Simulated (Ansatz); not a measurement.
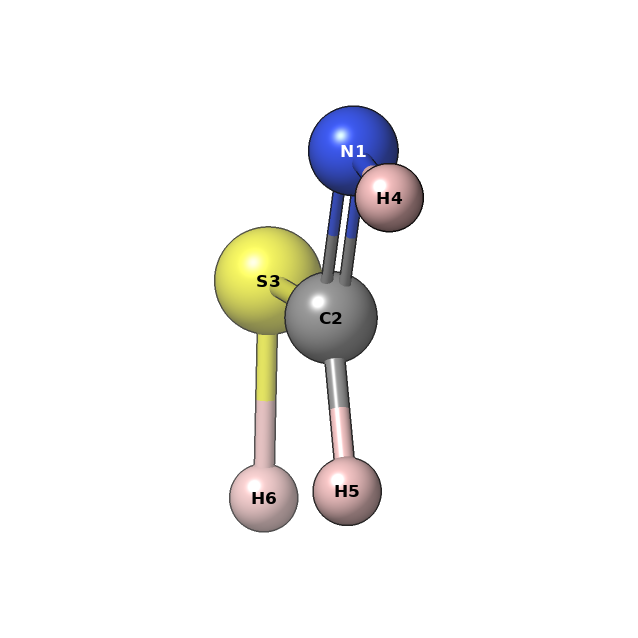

S3 lies behind C2. The molecule seen a little off the C2–S3 bond, C2 in front. Atoms fade into the background with distance from the viewer. The computed structure is the end point of a PBE0-D4/def2-TZVP optimisation.

Q: What is the torsion angle N1–C2–S3–H6? The sign is positive where the front bond must turn clockwise to cover the back bond.

A: 180°, antiperiplanar (anti).
